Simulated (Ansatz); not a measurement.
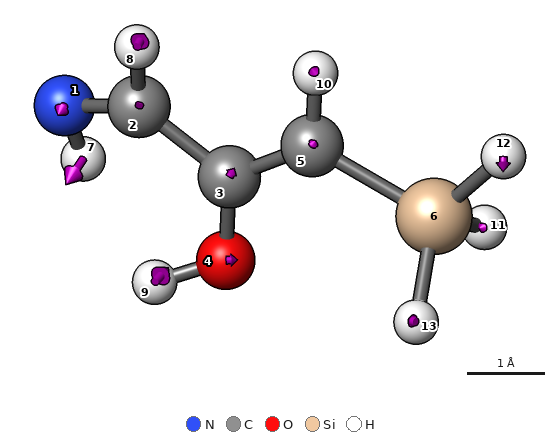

This is a relaxation of C$_{3}$H$_{7}$NOSi. The starting structure is drawn; purple arrows show the displacements, at their true length. The two geometries are superimposed by the best rigid fit.

Style: ball-and-stick. Shown at a tilt.

The run prepares the start of a later molecular dynamics calculation, from a guessed geometry.

Theory: RKS BHLYP-D4/STO-3G (Ansatz 0.2.0).

Input file:
```yaml
crystal:
  periodic: [false, false, false]
  atoms:
    - { symbol: "N", position_ang: [0.2124, -3.018, -0.1189] }
    - { symbol: C, position_ang: [0.5516, -1.7967, -0.4814] }
    - { symbol: C, position_ang: [-0.1423, -0.5289, -0.0727] }
    - { symbol: O, position_ang: [-1.3439, -0.5739, 0.364] }
    - { symbol: C, position_ang: [0.5783, 0.6075, -0.1632] }
    - { symbol: Si, position_ang: [-0.0182, 2.303, 0.2897] }
    - { symbol: H, position_ang: [-0.5753, -2.9239, 0.5508] }
    - { symbol: H, position_ang: [1.4744, -1.6739, -1.144] }
    - { symbol: H, position_ang: [-1.8016, -1.3785, 0.0326] }
    - { symbol: H, position_ang: [1.6047, 0.6187, -0.472] }
    - { symbol: H, position_ang: [-0.3343, 2.3823, 1.761] }
    - { symbol: H, position_ang: [1.0751, 3.2719, -0.0014] }
    - { symbol: H, position_ang: [-1.2604, 2.6756, -0.5298] }
basis:
  gaussian: { orbitals: STO-3G }
hamiltonian:
  xc: { name: BHLYP }
  dispersion: d4
relax:
  f_tol: 0.02
  max_steps: 40
scf:
  lower_state_search: "off"
```

Launched with:
```bash
ansatz run input.yaml --threads 1 --pin off --max-ram 2048MiB --backend cpu --events-out ev --progress --plain --runs-dir out
```

**Which element moves most?**

Hydrogen: up to 0.53 Å, against 0.22 Å for nitrogen.

**What happened in the run?**

Over 22 accepted moves (25 points after the start) the energy falls by 20.8 kcal/mol. Largest force component: 7.8 eV/Å at the start, 0.013 eV/Å at the end. The line search rejected the trial steps at points 2, 4, 11 of the run. The forces were under the threshold at step 12, but the run went on from there. The atom that moves furthest after the best rigid fit is H7 (0.53 Å). By element the largest moves are H 0.53 Å, N 0.22 Å, O 0.17 Å, C 0.14 Å, Si 0.05 Å. Near-neighbour distances that change, for instance: C3–O4 1.279 → 1.405 Å, Si6–H13 1.534 → 1.432 Å, Si6–H11 1.507 → 1.433 Å, Si6–H12 1.490 → 1.431 Å. Bond angles that change, for instance: Si6–C5–H10 111.7° → 120.8°, C3–C5–H10 122.7° → 116.9°, C3–O4–H9 110.5° → 105.1°. The run took 42 s on 1 thread of Intel(R) Xeon(R) 6975P-C (Granite Rapids), with other jobs on the host, peak memory 0.16 GiB.

Limits of the set-up: STO-3G is a minimal basis, so the numbers are rough.
